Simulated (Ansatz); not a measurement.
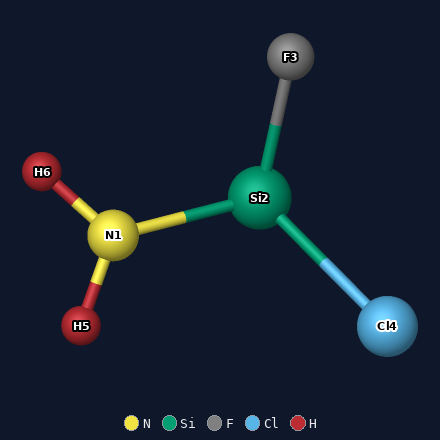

The system is ClFH2NSi, SMILES N[Si](F)Cl, spin multiplicity 2; the picture shows the reference structure. The first coordinate is: angle H5–N1–Si2; the second: dihedral H5–N1–Si2–F3. Nothing is relaxed (all other coordinates rigid). The scan uses a 15 × 15 grid. All energies are given in eV relative to the relaxed molecule at the same level. The calculation used Ansatz 0.2.0, UKS PBE0-D4/def2-SVP.

Its coordinates:

```xyz
6

N    -0.4626    0.7508    0.0470
Si    0.4308   -0.6121   -0.4892
F     1.9690   -0.3402   -0.0390
Cl   -0.3135   -2.2761    0.4995
H    -1.4767    0.7273    0.0537
H    -0.1049    1.6863   -0.1183
```

Range: angle H5–N1–Si2 from 95.3 to 145.3°; dihedral H5–N1–Si2–F3 from −180 to 156°.

### What will the energy surface look like?

The lowest grid point is at angle H5–N1–Si2 = 120.3°, dihedral H5–N1–Si2–F3 = −156°, 0.0045 eV from the relaxed molecule at the same level. There is a further well near angle H5–N1–Si2 = 120.3°, dihedral H5–N1–Si2–F3 = 12° (0.057 eV above the lowest at that grid point). The highest grid point, angle H5–N1–Si2 = 95.3°, dihedral H5–N1–Si2–F3 = 108°, lies 0.583 eV above the lowest. On the interpolated surface the easiest way out of the lowest well to the well at about angle H5–N1–Si2 = 120°, dihedral H5–N1–Si2–F3 = 5° passes a barrier of about 0.14 eV. Round the minimum the two coordinates are nearly uncoupled.

| dihedral H5–N1–Si2–F3 ↓, angle H5–N1–Si2 → | 95.3 | 98.9 | 102.4 | 106.0 | 109.6 | 113.1 | 116.7 | 120.3 | 123.9 | 127.4 | 131.0 | 134.6 | 138.1 | 141.7 | 145.3 |
| --- | --- | --- | --- | --- | --- | --- | --- | --- | --- | --- | --- | --- | --- | --- | --- |
| 156 | 0.490 | 0.370 | 0.272 | 0.190 | 0.126 | 0.082 | 0.053 | 0.043 | 0.049 | 0.072 | 0.113 | 0.170 | 0.242 | 0.333 | 0.440 |
| 132 | 0.551 | 0.431 | 0.333 | 0.250 | 0.186 | 0.140 | 0.111 | 0.099 | 0.105 | 0.127 | 0.166 | 0.222 | 0.293 | 0.382 | 0.488 |
| 108 | 0.587 | 0.469 | 0.372 | 0.290 | 0.227 | 0.182 | 0.153 | 0.142 | 0.148 | 0.171 | 0.210 | 0.267 | 0.337 | 0.427 | 0.532 |
| 84 | 0.573 | 0.456 | 0.361 | 0.282 | 0.220 | 0.178 | 0.151 | 0.142 | 0.151 | 0.175 | 0.217 | 0.275 | 0.348 | 0.438 | 0.545 |
| 60 | 0.528 | 0.412 | 0.319 | 0.241 | 0.182 | 0.141 | 0.117 | 0.110 | 0.120 | 0.146 | 0.189 | 0.249 | 0.324 | 0.416 | 0.524 |
| 36 | 0.483 | 0.370 | 0.279 | 0.203 | 0.146 | 0.106 | 0.083 | 0.077 | 0.088 | 0.114 | 0.158 | 0.218 | 0.292 | 0.384 | 0.492 |
| 12 | 0.456 | 0.347 | 0.258 | 0.185 | 0.129 | 0.090 | 0.068 | 0.061 | 0.072 | 0.097 | 0.140 | 0.199 | 0.271 | 0.362 | 0.468 |
| −12 | 0.459 | 0.352 | 0.264 | 0.192 | 0.136 | 0.098 | 0.075 | 0.068 | 0.077 | 0.102 | 0.143 | 0.200 | 0.272 | 0.360 | 0.465 |
| −36 | 0.500 | 0.390 | 0.301 | 0.227 | 0.170 | 0.130 | 0.106 | 0.098 | 0.107 | 0.131 | 0.171 | 0.228 | 0.299 | 0.387 | 0.491 |
| −60 | 0.548 | 0.435 | 0.344 | 0.267 | 0.208 | 0.168 | 0.143 | 0.134 | 0.143 | 0.167 | 0.208 | 0.266 | 0.337 | 0.426 | 0.532 |
| −84 | 0.553 | 0.440 | 0.348 | 0.271 | 0.212 | 0.171 | 0.146 | 0.139 | 0.148 | 0.173 | 0.215 | 0.274 | 0.347 | 0.438 | 0.546 |
| −108 | 0.507 | 0.395 | 0.304 | 0.228 | 0.170 | 0.129 | 0.105 | 0.098 | 0.107 | 0.133 | 0.176 | 0.235 | 0.309 | 0.401 | 0.510 |
| −132 | 0.450 | 0.338 | 0.247 | 0.171 | 0.113 | 0.073 | 0.048 | 0.041 | 0.050 | 0.076 | 0.118 | 0.178 | 0.252 | 0.344 | 0.453 |
| −156 | 0.422 | 0.308 | 0.215 | 0.138 | 0.078 | 0.038 | 0.012 | 0.004 | 0.014 | 0.039 | 0.081 | 0.140 | 0.213 | 0.305 | 0.414 |
| −180 | 0.439 | 0.322 | 0.226 | 0.146 | 0.084 | 0.041 | 0.015 | 0.005 | 0.014 | 0.038 | 0.080 | 0.138 | 0.211 | 0.303 | 0.411 |

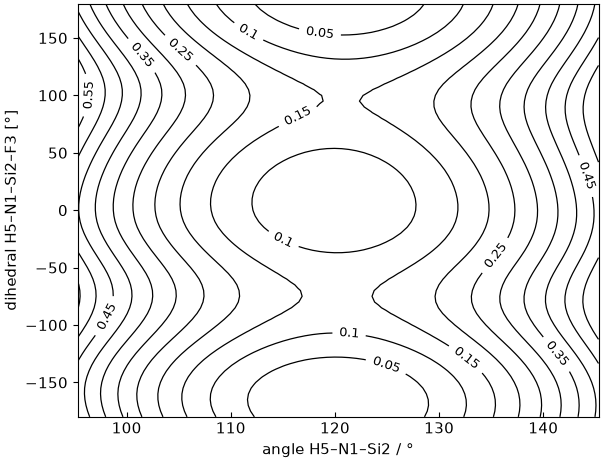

Drawn: contour lines labelled in eV. Between grid points the surface is interpolated.

Each point was launched as `ansatz run input.yaml --threads 1 --pin off --max-ram 2560MiB --backend cpu --events-out ev --progress --plain --runs-dir out`. Time for the 225 points that were run: 29 min on 1 thread of Arm Neoverse N1, with other jobs on the host.
